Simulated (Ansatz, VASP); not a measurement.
# Cross-check of PtS2 between VASP and Ansatz, part 2 of 2

Wanted: the spread between two codes on one cell, functional and k mesh.

VASP 6.6.1 and Ansatz 0.2.0.

So far. Step 2 (VASP: band structure, PBE): The run ends at a pressure of 5.93 GPa, with forces up to 0.36 eV/Å.

## Step 6: VASP: band structure, r2SCAN

Level of this step: r2SCAN; plane waves and PAW (Pt, S) (VASP).

The same path points are solved in both programs, so levels can be compared one by one.

File INCAR:

```
SYSTEM = PtS2
PREC = Accurate
ENCUT = 350
EDIFF = 1E-06
NELM = 100
ISMEAR = 0
SIGMA = 0.03
LREAL = .FALSE.
ALGO = Normal
METAGGA = R2SCAN
LASPH = .TRUE.
NBANDS = 24
LORBIT = 11
LWAVE = .FALSE.
LCHARG = .FALSE.
KPAR = 4
```

File POSCAR:

```
PtS2
1.0
    3.5432000000      0.0000000000      0.0000000000
   -1.7716000000      3.0685012107      0.0000000000
    0.0000000000      0.0000000000      5.0388000000
Pt S
1 2
Direct
    0.0000000000      0.0000000000      0.0000000000
    0.6666666667      0.3333333333      0.7611866065
    0.3333333333      0.6666666667      0.2388133935
```

File KPOINTS:

```
Automatic mesh
0
Gamma
9 9 4
0 0 0
```

File KPOINTS_OPT:

```
Line mode
10
Line-mode
Reciprocal
  0.00000000   0.00000000   0.00000000 GAMMA
  0.50000000   0.00000000   0.00000000 M

  0.50000000   0.00000000   0.00000000 M
  0.33333333   0.33333333   0.00000000 K

  0.33333333   0.33333333   0.00000000 K
  0.00000000   0.00000000   0.00000000 GAMMA

  0.00000000   0.00000000   0.00000000 GAMMA
  0.00000000   0.00000000   0.50000000 A

  0.00000000   0.00000000   0.50000000 A
  0.50000000   0.00000000   0.50000000 L

  0.50000000   0.00000000   0.50000000 L
  0.33333333   0.33333333   0.50000000 H

  0.33333333   0.33333333   0.50000000 H
  0.00000000   0.00000000   0.50000000 A

  0.50000000   0.00000000   0.50000000 L
  0.50000000   0.00000000   0.00000000 M

  0.33333333   0.33333333   0.00000000 K
  0.33333333   0.33333333   0.50000000 H
```

The projector-augmented-wave data sets are Pt and S (PBE family, release 64).

Run with:

```bash
$ mpirun -np 4 vasp_std
```

Numbers of over 12 decimals in the logs are rounded to 6 here.

What it wrote:

```text
[banner, memory and clock lines left out]
running    4 mpi-ranks, on    1 nodes
[...]
|                                                                             |
|               ----> ADVICE to this user running VASP <----                  |
|                                                                             |
|     You enforced a specific xc type in the INCAR file but a different       |
|     [... a line on the potential file left out ...]
|     I HOPE YOU KNOW WHAT YOU ARE DOING!                                     |
|                                                                             |

 LDA part: xc-table for (None), standard interpolation
 POSCAR, INCAR and KPOINTS ok, starting setup
[...]
entering main loop
       N       E                     dE             d eps       ncg     rms          rms(c)
DAV:   1     0.208305787326E+02    0.20831E+02   -0.79891E+03  2176   0.598E+02
DAV:   2    -0.724997467109E+02   -0.93330E+02   -0.88974E+02  2592   0.160E+02
[...]
DAV:  12    -0.688273212017E+02    0.12921E-04   -0.10091E-05  2536   0.254E-02    0.234E-02
DAV:  13    -0.688273220890E+02   -0.88730E-06   -0.48872E-06  2568   0.105E-02
   1 F= -.68827322E+02 E0= -.68827322E+02  d E =-.292193E-12
 Start KPOINTS_OPT (optional k-point list driver)
k-point batch [1-43\90]
       N       E                     dE             ncg
DAV:   1     0.493248995919E+04   -0.98431E+04     2112
DAV:   2     0.778220239386E+03   -0.41543E+04     2640
DAV:   3     0.631364620486E+03   -0.14686E+03     2592
DAV:   4     0.629856495048E+03   -0.15081E+01     2480
DAV:   5     0.629826071405E+03   -0.30424E-01     2664
DAV:   6     0.629825263042E+03   -0.80836E-03     2520
DAV:   7     0.629825239523E+03   -0.23519E-04     2632
DAV:   8     0.629825238915E+03   -0.60763E-06     1936
[...]
k-point batch [87-90\90]
       N       E                     dE             ncg
DAV:   1     0.244974781084E+05   -0.22167E+04      208
DAV:   2     0.241363009840E+05   -0.36118E+03      248
DAV:   3     0.241244366062E+05   -0.11864E+02      224
DAV:   4     0.241243149979E+05   -0.12161E+00      256
DAV:   5     0.241243124973E+05   -0.25006E-02      240
DAV:   6     0.241243124299E+05   -0.67486E-04      256
DAV:   7     0.241243124278E+05   -0.20400E-05      248
DAV:   8     0.241243124278E+05   -0.53071E-07      192
```

Parts of OUTCAR (step 6):

```text
  Total        1.3889414      1.3889414      1.3301020      0.0000000      0.0000000      0.0000000
  in kB       40.6205158     40.6205158     38.8997173      0.0000000      0.0000000      0.0000000
  external PRESSURE =      40.0469163 kB  Pullay stress =       0.0000000 kB

 POSITION                                       TOTAL-FORCE (eV/Angst)
 -----------------------------------------------------------------------------------
      0.00000      0.00000      0.00000         0.000000      0.000000      0.000000
      1.77160      1.02283      3.83547         0.000000      0.000000     -0.301515
     -0.00000      2.04567      1.20333        -0.000000      0.000000      0.301515
 -----------------------------------------------------------------------------------
    total drift:                               -0.000000     -0.000000     -0.000000

  FREE ENERGIE OF THE ION-ELECTRON SYSTEM (eV)
  ---------------------------------------------------
  free  energy   TOTEN  =       -68.8273220890 eV

  energy  without entropy=      -68.8273220890  energy(sigma->0) =      -68.82732209

[... 2 parts as in an earlier step ...]

[... 1 further part left out ...]
[key lines of the parts left out:]
E-fermi :   6.6944
```

The run ends at a pressure of 4.00 GPa, with forces up to 0.30 eV/Å.

## Step 7: Ansatz: band structure, r2SCAN

The same cell, functional, mesh and smearing now go to Ansatz, which takes its cutoff from its data sets.

File input.yaml:

```yaml
crystal:
  lattice:
    - [3.5432, 0.0, 0.0]
    - [-1.7716, 3.0685012107, 0.0]
    - [0.0, 0.0, 5.0388]
  atoms:
    - { symbol: Pt, position: [0.0, 0.0, 0.0] }
    - { symbol: S, position: [0.6666666667, 0.3333333333, 0.7611866065] }
    - { symbol: S, position: [0.3333333333, 0.6666666667, 0.2388133935] }
hamiltonian:
  xc: r2scan
  pseudopotentials: { kind: paw }
kpoints:
  mp_grid: { grid: [9, 9, 4] }
  band_path:
    path:
      - [0.0, 0.0, 0.0]
      - [0.16667, 0.0, 0.0]
      - [0.33333, 0.0, 0.0]
      - [0.5, 0.0, 0.0]
      - [0.46296, 0.07407, 0.0]
      - [0.40741, 0.18519, 0.0]
      - [0.35185, 0.2963, 0.0]
      - [0.2963, 0.2963, 0.0]
      - [0.18519, 0.18519, 0.0]
      - [0.07407, 0.07407, 0.0]
      - [0.0, 0.0, 0.0]
      - [0.0, 0.0, 0.16667]
      - [0.0, 0.0, 0.33333]
      - [0.0, 0.0, 0.5]
      - [0.11111, 0.0, 0.5]
      - [0.33333, 0.0, 0.5]
      - [0.5, 0.0, 0.5]
      - [0.46296, 0.07407, 0.5]
      - [0.40741, 0.18519, 0.5]
      - [0.35185, 0.2963, 0.5]
      - [0.2963, 0.2963, 0.5]
      - [0.18519, 0.18519, 0.5]
      - [0.07407, 0.07407, 0.5]
      - [0.5, 0.0, 0.5]
      - [0.5, 0.0, 0.33333]
      - [0.5, 0.0, 0.16667]
      - [0.5, 0.0, 0.0]
      - [0.33333, 0.33333, 0.11111]
      - [0.33333, 0.33333, 0.27778]
      - [0.33333, 0.33333, 0.5]
    npoints: 1
scf:
  occupations: { method: gaussian, width: 0.03 }
  n_extra_bands: 7
output:
  forces: true
  stress: true
  eigenvalues: true
```

Run with:

```bash
$ ansatz run input.yaml --threads 2 --pin off --max-ram 4608MiB --backend cpu --events-out ev --progress --plain --runs-dir out
```

What it wrote:

```text
[...]
Crystal: 3 atoms, lattice volume = 54.783 Å³
Basis set: ecut = 500 eV, 1411 PW (Γ), exchange–correlation on 108×108×160 points (64 copies of the dense FFT grid, shifted against one another)
Bands: 22, of which v1, the nominal top of the filled ones, is band 15 counted from 1 (14 counted from 0)
Symmetry: 12 space group operations
[...]
k-points: 43 of 324
[...]
k-point 0: bands = [... 11 lower, 8.6772, 9.6227, 9.6227, 10.7931, 13.0995, 13.0995, 15.8701, 16.9636, ... 3 higher]
  k-point 1: bands = [... 11 lower, 8.4949, 9.4918, 9.4918, 10.1770, 13.3855, 13.3855, 16.2022, 17.8093, ... 3 higher]
  k-point 2: bands = [... 11 lower, 8.0691, 9.3706, 9.3706, 9.7154, 13.6857, 13.6857, 16.7527, 18.5230, ... 3 higher]
  k-point 42: bands = [... 11 lower, 6.9244, 7.1374, 8.7191, 8.7191, 13.1126, 13.1126, 18.3374, 19.1849, ... 3 higher]
[key lines of the parts left out:]
SCF converged after 6 iterations
Free energy (F): -14349.726330 eV
Fermi energy:    11.271366 eV
P = ⅓ Tr σ = 4.2640 GPa (42.640 kbar)
```

Wall time 8.7 s (2 threads of Arm Neoverse N1, shared host); peak memory 0.47 GiB; 17 s of CPU time.

## Step 8: Side by side

What differs besides the data sets and the points named for the pairs above, as far as they apply: VASP keeps PBE cores, Ansatz makes them for the functional; the cutoff is 500 eV in Ansatz and 350 eV in VASP. Total energies have different zeros and are not compared.

Compared:

```csv
quantity,Ansatz,VASP,difference
pressure (GPa),4.26,4.00,+0.26
gap over the path points (eV),0.950,0.942,+0.007
```

Forces (eV/Å; atoms numbered as in POSCAR):

```csv
atom,"Ansatz x, y, z","VASP x, y, z"
Pt1,"0.000, 0.000, 0.000","0.000, 0.000, 0.000"
S2,"0.000, 0.000, -0.307","0.000, 0.000, -0.302"
S3,"0.000, 0.000, 0.307","0.000, 0.000, 0.302"
```

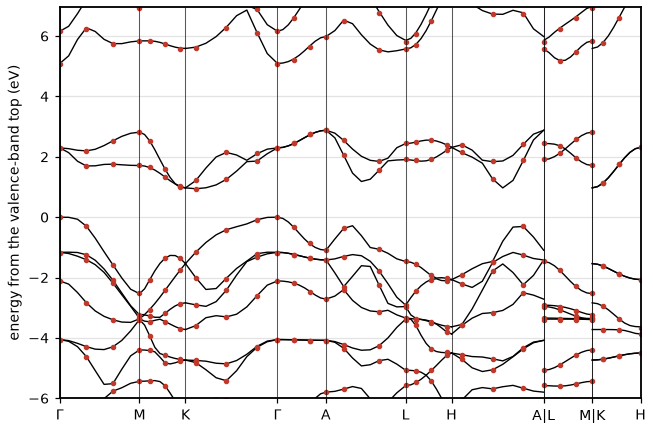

Bands from VASP (lines) and levels from Ansatz (dots). Dots without a line are higher empty bands that the VASP plot leaves out.

Levels at points of the path, from each program's valence-band top (eV; 4 filled, then empty):

```csv
k (reciprocal lattice),Ansatz,VASP
0.000 0.000 0.000,-2.12 -1.17 -1.17 0.00 2.31 2.31 5.08,-2.11 -1.16 -1.16 0.00 2.30 2.30 5.09
0.167 0.000 0.000,-2.84 -1.42 -1.25 -0.29 1.70 2.21 6.25,-2.83 -1.41 -1.25 -0.30 1.70 2.20 6.27
0.333 0.000 0.000,-3.40 -2.19 -2.10 -1.57 1.76 2.54 5.73,-3.40 -2.19 -2.09 -1.58 1.76 2.53 5.75
0.500 0.000 0.000,-3.39 -3.34 -3.25 -2.52 1.72 2.83 5.82,-3.37 -3.35 -3.23 -2.53 1.71 2.82 5.84
0.463 0.074 0.000,-3.47 -3.29 -3.06 -2.07 1.65 2.54 5.82,-3.46 -3.27 -3.06 -2.07 1.64 2.53 5.84
0.407 0.185 0.000,-3.48 -3.19 -2.43 -1.36 1.34 1.60 5.72,-3.46 -3.19 -2.42 -1.36 1.33 1.59 5.74
0.352 0.296 0.000,-3.72 -2.86 -1.75 -1.37 0.99 1.03 5.59,-3.69 -2.86 -1.75 -1.37 0.99 1.02 5.60
0.296 0.296 0.000,-3.61 -2.91 -2.00 -1.16 0.95 1.22 5.62,-3.59 -2.90 -2.00 -1.16 0.94 1.21 5.63
0.185 0.185 0.000,-3.32 -2.42 -2.03 -0.41 1.26 2.15 6.27,-3.30 -2.42 -2.02 -0.41 1.25 2.15 6.30
0.074 0.074 0.000,-2.60 -1.33 -1.22 -0.08 1.86 2.11 6.09,-2.60 -1.32 -1.21 -0.08 1.86 2.10 6.12
```

The forces differ by 2.4 meV/Å r.m.s., which is 1.7 % of the r.m.s. force of 0.14 eV/Å (both taken over all components). Among the levels compared (up to four filled and three empty ones at each point), filled levels agree within 24 meV and empty ones within 35 meV.

## Step 9: VASP: band structure, r2SCAN, spin-orbit coupling

The same path points are solved in both programs, so levels can be compared one by one.

INCAR: that of step 6 with these lines changed.

```diff
@@ -11,3 +11,8 @@
 LASPH = .TRUE.
-NBANDS = 24
+LNONCOLLINEAR = .TRUE.
+MAGMOM = 0 0 0 0 0 0 0 0 0
+NBANDS = 34
+GGA_COMPAT = .FALSE.
+LSORBIT = .TRUE.
+LMAXMIX = 4
 LORBIT = 11
```

POSCAR is that of step 6.

KPOINTS is that of step 6.

KPOINTS_OPT is that of step 6.

Run with:

```bash
$ mpirun -np 4 vasp_ncl
```

What it wrote:

```text
[banner, memory and clock lines left out]
running    4 mpi-ranks, on    1 nodes
[...]
[... a notice as in an earlier step ...]

 LDA part: xc-table for (None), standard interpolation
 POSCAR, INCAR and KPOINTS ok, starting setup
[...]
entering main loop
       N       E                     dE             d eps       ncg     rms          rms(c)
DAV:   1     0.369309795749E+02    0.36931E+02   -0.82605E+03  2988   0.862E+02
DAV:   2    -0.705255757207E+02   -0.10746E+03   -0.10160E+03  3484   0.210E+02
DAV:   3    -0.761874069342E+02   -0.56618E+01   -0.55830E+01  3650   0.477E+01
DAV:   4    -0.762686793714E+02   -0.81272E-01   -0.81174E-01  3542   0.647E+00
[...]
DAV:  12    -0.691981879845E+02   -0.50726E-04   -0.10357E-04  3278   0.107E-01    0.688E-02
DAV:  13    -0.691981768789E+02    0.11106E-04   -0.30066E-05  3216   0.652E-02    0.226E-02
DAV:  14    -0.691981770480E+02   -0.16908E-06   -0.76210E-06  3604   0.204E-02
   1 F= -.69198177E+02 E0= -.69198177E+02  d E =-.358566E-12  mag=     0.0000    -0.0000     0.0000
 Start KPOINTS_OPT (optional k-point list driver)
k-point batch [1-43\90]
       N       E                     dE             ncg
DAV:   1     0.558053772303E+04   -0.79022E+04     2988
DAV:   2     0.831309882209E+03   -0.47492E+04     3628
DAV:   3     0.611677892719E+03   -0.21963E+03     3576
DAV:   4     0.608493971727E+03   -0.31839E+01     3488
DAV:   5     0.608422578737E+03   -0.71393E-01     3456
DAV:   6     0.608420155201E+03   -0.24235E-02     3616
DAV:   7     0.608420083595E+03   -0.71605E-04     3500
DAV:   8     0.608420080638E+03   -0.29574E-05     2922
DAV:   9     0.608420080483E+03   -0.15510E-06     2234
[...]
k-point batch [87-90\90]
       N       E                     dE             ncg
DAV:   1     0.239195034922E+05   -0.24146E+04      280
DAV:   2     0.235152765452E+05   -0.40423E+03      328
DAV:   3     0.234994440988E+05   -0.15832E+02      352
DAV:   4     0.234992186200E+05   -0.22548E+00      332
DAV:   5     0.234992142028E+05   -0.44172E-02      312
DAV:   6     0.234992140607E+05   -0.14211E-03      348
DAV:   7     0.234992140558E+05   -0.48925E-05      302
DAV:   8     0.234992140556E+05   -0.19172E-06      252
```

OUTCAR, selected parts (step 9):

```text
  Total        1.4359348      1.4359348      1.4308465      0.0000000      0.0000000     -0.0000000
  in kB       41.9948664     41.9948664     41.8460566      0.0000000      0.0000000     -0.0000000
  external PRESSURE =      41.9452632 kB  Pullay stress =       0.0000000 kB

 POSITION                                       TOTAL-FORCE (eV/Angst)
 -----------------------------------------------------------------------------------
      0.00000      0.00000      0.00000         0.000000      0.000000      0.000000
      1.77160      1.02283      3.83547         0.000000      0.000000     -0.332998
     -0.00000      2.04567      1.20333        -0.000000     -0.000000      0.332998
 -----------------------------------------------------------------------------------
    total drift:                               -0.000000     -0.000000      0.000000

  FREE ENERGIE OF THE ION-ELECTRON SYSTEM (eV)
  ---------------------------------------------------
  free  energy   TOTEN  =       -69.1981770480 eV

  energy  without entropy=      -69.1981770480  energy(sigma->0) =      -69.19817705

 magnetization (x)
# of ion       s       p       d       tot
------------------------------------------
    1        0.000   0.000   0.000   0.000
    2        0.000   0.000   0.000   0.000
    3        0.000   0.000   0.000   0.000
--------------------------------------------------
tot          0.000   0.000   0.000   0.000

 magnetization (y)
# of ion       s       p       d       tot
------------------------------------------
    1        0.000   0.000   0.000   0.000
    2        0.000   0.000   0.000   0.000
    3        0.000   0.000   0.000   0.000
--------------------------------------------------
tot          0.000   0.000   0.000   0.000

 magnetization (z)
# of ion       s       p       d       tot
------------------------------------------
    1       -0.000   0.000  -0.000  -0.000
    2        0.000   0.000   0.000   0.000
    3        0.000   0.000   0.000   0.000
--------------------------------------------------
tot         -0.000   0.000  -0.000  -0.000

[... 1 part as in an earlier step ...]

[... 2 further parts left out ...]
[key lines of the parts left out:]
E-fermi :   6.7065
```

The run ends at a pressure of 4.19 GPa, with forces up to 0.33 eV/Å.

## Step 10: Ansatz: band structure, r2SCAN, spin-orbit coupling

The same cell, functional, mesh and smearing now go to Ansatz, which takes its cutoff from its data sets.

input.yaml: that of step 7 with these lines changed.

```diff
@@ -11,3 +11,6 @@
   xc: r2scan
-  pseudopotentials: { kind: paw }
+  pseudopotentials: { kind: paw_fr }
+magnetization:
+  noncollinear: true
+  spin_orbit: true
 kpoints:
@@ -23,2 +26,3 @@
       - [0.35185, 0.2963, 0.0]
+      - [0.33333, 0.33333, 0.0]
       - [0.2963, 0.2963, 0.0]
@@ -49,3 +53,3 @@
   occupations: { method: gaussian, width: 0.03 }
-  n_extra_bands: 7
+  n_extra_bands: 14
 output:
```

Run with:

```bash
$ ansatz run input.yaml --threads 2 --pin off --max-ram 4608MiB --backend cpu --events-out ev --progress --plain --runs-dir out
```

What it wrote:

```text
[...]
non-collinear run that drives no moment, with spin-orbit: no starting moment large enough to seed its density (crystal.atoms[].spin), no starting occupations that ask for one, no magnetisation constraint and no magnetic field, so the semilocal B_xc is pinned to zero
Crystal: 3 atoms, lattice volume = 54.783 Å³
[...]
k-point 1: bands = [... 26 lower, 9.6097, 9.6097, 10.2058, 10.2058, 13.2828, 13.2828, 13.5529, 13.5529, ... 10 higher]
  k-point 2: bands = [... 26 lower, 9.4840, 9.4840, 9.7628, 9.7628, 13.5801, 13.5801, 13.8564, 13.8564, ... 10 higher]
  k-point 42: bands = [... 26 lower, 8.6956, 8.6956, 8.8848, 8.8848, 13.1448, 13.1448, 13.1687, 13.1687, ... 10 higher]
[key lines of the parts left out:]
SCF converged after 7 iterations
Magnetization: |M| = 0.0000 μB,  M = (+0.0000, +0.0000, +0.0000) μB
Free energy (F): -14324.280602 eV
Fermi energy:    11.277255 eV
P = ⅓ Tr σ = 4.2433 GPa (42.433 kbar)
```

Elapsed: 53 s, on 2 threads; peak memory 0.67 GiB.

## Step 11: Differences

What differs besides the data sets and the points named for the pairs above, as far as they apply: spin-orbit coupling enters by fully relativistic files in Ansatz and inside the spheres in VASP; the data sets hold 30 valence electrons in Ansatz (fully relativistic PAW (standard-fr) files) and 22 in VASP. Total energies have different zeros and are not compared.

Compared:

```csv
quantity,Ansatz,VASP,difference
pressure (GPa),4.24,4.19,+0.05
gap over the path points (eV),0.927,0.906,+0.022
```

Forces (eV/Å; atoms numbered as in POSCAR):

```csv
atom,"Ansatz x, y, z","VASP x, y, z"
Pt1,"0.000, 0.000, 0.000","0.000, 0.000, 0.000"
S2,"0.000, 0.000, -0.315","0.000, 0.000, -0.333"
S3,"0.000, 0.000, 0.315","0.000, 0.000, 0.333"
```

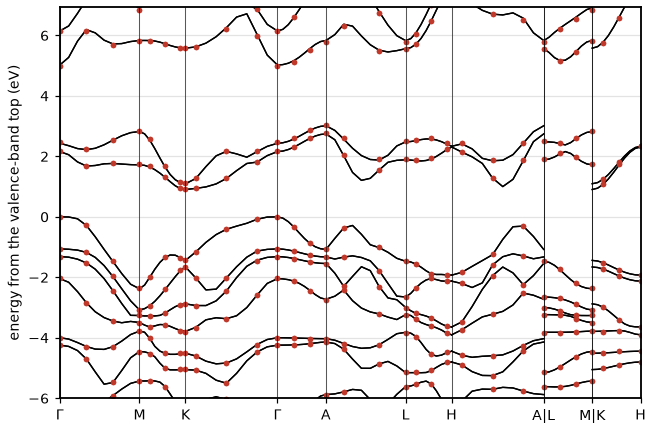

Bands from VASP (lines) and levels from Ansatz (dots). Dots without a line are higher empty bands that the VASP plot leaves out.

Levels at points of the path, from each program's valence-band top (eV; 8 filled, then empty):

```csv
k (reciprocal lattice),Ansatz,VASP
0.000 0.000 0.000,-2.04 -2.04 -1.33 -1.33 -1.07 -1.07 0.00 0.00 2.18 2.18 2.46 2.46 4.99 4.99,-2.04 -2.04 -1.31 -1.31 -1.06 -1.06 0.00 0.00 2.16 2.16 2.44 2.44 5.02 5.02
0.167 0.000 0.000,-2.84 -2.84 -1.54 -1.54 -1.18 -1.18 -0.27 -0.27 1.69 1.69 2.25 2.25 6.14 6.14,-2.84 -2.84 -1.52 -1.52 -1.17 -1.17 -0.28 -0.28 1.68 1.68 2.23 2.23 6.19 6.19
0.333 0.000 0.000,-3.44 -3.44 -2.45 -2.45 -1.97 -1.97 -1.46 -1.46 1.78 1.78 2.56 2.56 5.69 5.69,-3.44 -3.44 -2.44 -2.44 -1.97 -1.97 -1.47 -1.47 1.77 1.77 2.54 2.54 5.72 5.72
0.500 0.000 0.000,-3.50 -3.50 -3.26 -3.26 -3.08 -3.08 -2.36 -2.36 1.74 1.74 2.85 2.85 5.83 5.83,-3.49 -3.49 -3.26 -3.26 -3.08 -3.08 -2.38 -2.38 1.72 1.72 2.82 2.82 5.83 5.83
0.463 0.074 0.000,-3.65 -3.65 -3.27 -3.27 -2.94 -2.94 -1.99 -1.99 1.67 1.67 2.56 2.56 5.82 5.82,-3.64 -3.64 -3.27 -3.27 -2.94 -2.94 -2.00 -2.00 1.65 1.65 2.54 2.54 5.83 5.83
0.407 0.185 0.000,-3.58 -3.58 -3.19 -3.19 -2.40 -2.40 -1.34 -1.34 1.33 1.33 1.67 1.67 5.71 5.71,-3.57 -3.57 -3.18 -3.18 -2.40 -2.40 -1.34 -1.34 1.31 1.31 1.65 1.65 5.73 5.73
0.352 0.296 0.000,-3.77 -3.77 -2.91 -2.91 -1.77 -1.77 -1.35 -1.35 0.96 0.96 1.16 1.16 5.58 5.58,-3.76 -3.76 -2.90 -2.90 -1.78 -1.78 -1.35 -1.35 0.94 0.94 1.13 1.13 5.59 5.59
0.333 0.333 0.000,-3.80 -3.80 -2.89 -2.89 -1.65 -1.65 -1.44 -1.44 0.93 0.93 1.12 1.12 5.57 5.57,-3.79 -3.79 -2.88 -2.88 -1.66 -1.66 -1.44 -1.44 0.91 0.91 1.10 1.10 5.58 5.58
0.296 0.296 0.000,-3.66 -3.66 -2.94 -2.94 -2.01 -2.01 -1.16 -1.16 0.96 0.96 1.29 1.29 5.61 5.61,-3.65 -3.65 -2.93 -2.93 -2.02 -2.02 -1.16 -1.16 0.94 0.94 1.27 1.27 5.62 5.62
0.185 0.185 0.000,-3.37 -3.37 -2.46 -2.46 -2.02 -2.02 -0.41 -0.41 1.29 1.29 2.19 2.19 6.23 6.23,-3.37 -3.37 -2.45 -2.45 -2.02 -2.02 -0.41 -0.41 1.27 1.27 2.17 2.17 6.26 6.26
```

The forces differ by 8.7 meV/Å r.m.s., which is 5.5 % of the r.m.s. force of 0.16 eV/Å (both taken over all components). Among the levels compared (up to four filled and three empty ones at each point), filled levels agree within 25 meV and empty ones within 69 meV. Ansatz's pressure holds a Pulay correction of 0.04 GPa; VASP's holds none.

## Step 12: Outcome

- r.m.s. force difference (band structure, PBE): 20 meV/Å
- difference in pressure (band structure, PBE): 0.66 GPa
- difference in gap over the path points (band structure, r2SCAN): 0.0074 eV
- difference in gap over the path points (band structure, r2SCAN, spin-orbit coupling): 0.022 eV
- r.m.s. force difference (band structure, r2SCAN, spin-orbit coupling): 8.7 meV/Å

**Reading.** The r.m.s. force difference is 20 meV/Å (band structure, PBE), beyond the 12 meV/Å picked in this series as the mark of a large difference. For band structure, PBE: no further run halves the r.m.s. force difference; only Ansatz's side was varied, and Ansatz's runs with other potentials lie closer to each other than to VASP, which for this quantity points to VASP's side; this was not tested here. The all-electron run, which needs no data set, lies 20 meV/Å from VASP, against 20 for Ansatz's PAW result. 3 further runs on this material are not shown. Differences of this kind measure data sets and numerical settings, not the functional's error against experiment.

[Lines on the potential files, build, host, timing and source positions are cut from VASP's logs without a mark.]

[Logs are printed without paths, hosts, clocks, repeated set-up lines and the standing remarks that a program may print on its own settings, such as how far it seeks lower states.]

[Hosts, paths, dates, database ids (printed as entryN), source tags and the programs' standing remarks are cut or masked in the printed files.]
